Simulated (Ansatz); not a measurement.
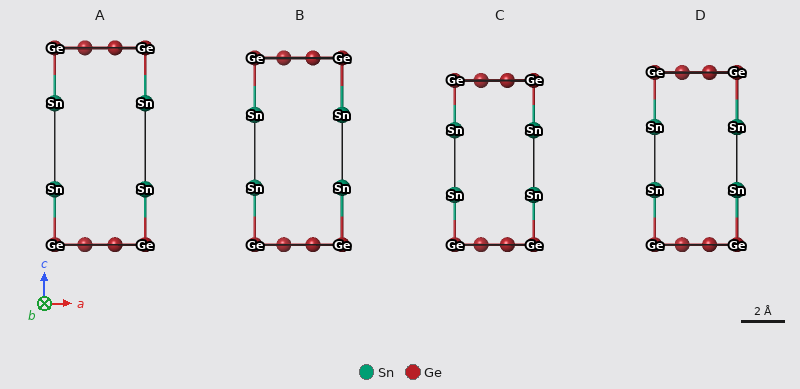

4 geometries from one relaxation of solid Sn₂Ge₃ (a generated structure, set up in P6/mmm) (coarse preliminary run), in shuffled order. Style: ball-and-stick. Shown: the cell of the calculation, along the b axis.

All numbers below come from DFT PBE, scalar-relativistic, plane waves, PAW in Ansatz. Settings: plane-wave cutoff 420 eV; k-point mesh 6 × 6 × 2; occupations gaussian; smearing width 0.1 eV; no spin polarisation; cell and atoms relaxed; force threshold 0.04 eV/Å; at most 70 steps.

Q: Order the frames from highest to lowest energy.

A: C, D, B, A. They are steps 0, 1, 3, 9, at +3.479 eV per cell of the calculation, +1.284 eV per cell of the calculation, +0.232 eV per cell of the calculation relative to the last. Over 7 accepted moves (9 points after the start) the energy falls by 3.479 eV per cell of the calculation. Largest force component: 3.6 eV/Å at the start, 0.039 eV/Å at the end. The pressure goes from 25.77 to 0.06 GPa. At 2 points the geometry stayed and the basis and grid were re-selected for the new cell (energy shift of 0.118 eV per cell of the calculation at most each time). The largest moves relative to the cell, 0.20 Å, are those of Sn atoms. Ge stays in place. The drawn cell changes as follows: a = b 4.269 → 4.892 Å (+14.6 %), c 7.686 → 9.211 Å (+19.8 %); the volume changes by +57.4 %. Near-neighbour distances that change, for instance: Ge–Ge 2.464 → 2.824 Å, Ge–Sn 2.330 → 2.592 Å. The space group stays P6/mmm (No. 191).

Limits of the set-up: the k-point mesh is coarse for a cell with partly filled bands.
